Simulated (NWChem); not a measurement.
# CH8N2OSi (SMILES CO[SiH](N)N) at PBE0/def2-SVP

Aim: energy and forces of CH8N2OSi. 

Program for the calculation: NWChem 7.3.0.

**1. The structure to begin with**

CH8N2OSi has 13 atoms, charge 0, and is taken as a singlet. As SMILES, `CO[SiH](N)N`. Geometry: relaxed at PBE0-D4/def2-TZVP. This is one conformer, not always the lowest.

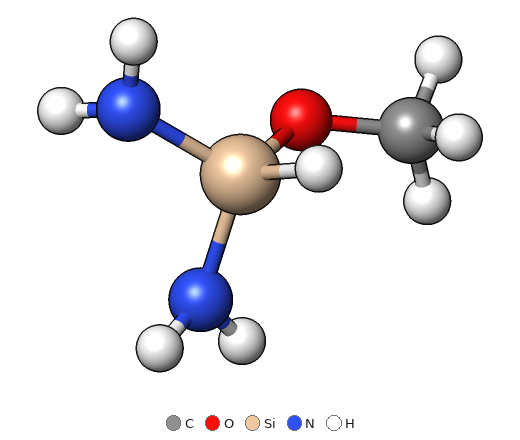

The structure, seen from a chosen angle (carbon grey, oxygen red, silicon light orange, nitrogen blue, hydrogen white).

**2. Energy and forces at PBE0/def2-SVP**

test.nw reads:

```
start test
memory total 2200 mb

geometry noautosym nocenter noautoz
  C     -1.761100     0.741200     0.885600
  O     -1.072200    -0.168200     0.068000
  Si     0.566700    -0.294200     0.001400
  N      1.152100    -1.823800    -0.452900
  N      1.099200     0.803700    -1.192600
  H     -2.736800     0.320100     1.139300
  H     -1.925300     1.694200     0.368600
  H     -1.220900     0.945300     1.818800
  H      1.050600    -0.055500     1.392200
  H      1.040400    -2.148100    -1.399900
  H      1.169900    -2.585200     0.205100
  H      0.585900     1.646600    -1.386000
  H      2.072200     0.889400    -1.433000
end

basis spherical bse
  C library def2-SVP
  O library def2-SVP
  Si library def2-SVP
  N library def2-SVP
  H library def2-SVP
end

dft
  xc pbe0
  grid fine
  convergence energy 1e-08
  maxiter 100
  mulliken
  print low
end

task dft gradient
```

On the command line:

```console
$ nwchem test.nw > test.out
```

The log of the run:

```text
[...]
 d= 0,ls=0.0,diis     1   -516.4994921085 -7.73D+02  1.05D-02  7.83D-01     3.4
[...]
 d= 0,ls=0.0,diis     8   -516.5854153659  8.52D-09  4.07D-06  5.77D-07    23.0
         Total DFT energy =     -516.585415365895
      One electron energy =    -1220.347698732992
           Coulomb energy =      498.821267521995
    Exchange-Corr. energy =      -51.517218025831
 Nuclear repulsion energy =      256.458233870932
[...]
      Total Density - Mulliken Population Analysis
     ---------------------------------------------
    Atom       Charge   Shell Charges
 -----------   ------   -------------------------------------------------------
    1 C    6     5.85   1.99  0.89  0.13  2.06  0.73  0.06
    2 O    8     8.51   1.99  1.06  0.70  2.90  1.85  0.01
    3 Si  14    13.31   2.00  1.98  0.92  0.06  5.93  1.22  0.69  0.51
    4 N    7     7.39   1.99  0.97  0.43  2.47  1.53  0.01
    5 N    7     7.40   1.99  0.96  0.44  2.47  1.53  0.01
    6 H    1     0.96   0.75  0.19  0.02
    7 H    1     0.97   0.75  0.20  0.02
    8 H    1     0.97   0.75  0.20  0.02
    9 H    1     1.17   0.75  0.41  0.01
   10 H    1     0.87   0.71  0.11  0.05
[...]
                         DFT ENERGY GRADIENTS
    atom               coordinates                        gradient
                 x          y          z           x          y          z
   1 C      -3.327996   1.400665   1.673541   -0.004871   0.008111   0.007352
   2 O      -2.026164  -0.317852   0.128501    0.015477  -0.004470  -0.003610
   3 Si      1.070908  -0.555957   0.002646   -0.010499   0.000190  -0.002716
   4 N       2.177153  -3.446482  -0.855857   -0.002984   0.000758  -0.000202
   5 N       2.077187   1.518773  -2.253687    0.000675   0.000318   0.003001
   6 H      -5.171802   0.604901   2.152965    0.005760   0.001288  -0.001962
   7 H      -3.638289   3.201574   0.696553    0.001475  -0.005438   0.001870
   8 H      -2.307166   1.786358   3.437034   -0.002176  -0.001610  -0.005274
   9 H       1.985346  -0.104880   2.630877   -0.000517   0.000047  -0.003224
  10 H       1.966071  -4.059320  -2.645427    0.000754   0.001776   0.005471
  11 H       2.210790  -4.885320   0.387583   -0.000271   0.004647  -0.003734
[...]
```

Run time: 31 s. Hardware: 1 thread of Intel Xeon Platinum 8488C (Sapphire Rapids), shared host; peak memory 0.13 GiB.

**3. Results**

Level: PBE0/def2-SVP.

| quantity | value |
| --- | --- |
| total energy | -516.58542 Eh |
| largest force on an atom | 0.849 eV/Å |

In words: The largest force is 0.85 eV/Å: the shape isn't a stationary point for this species at this level.
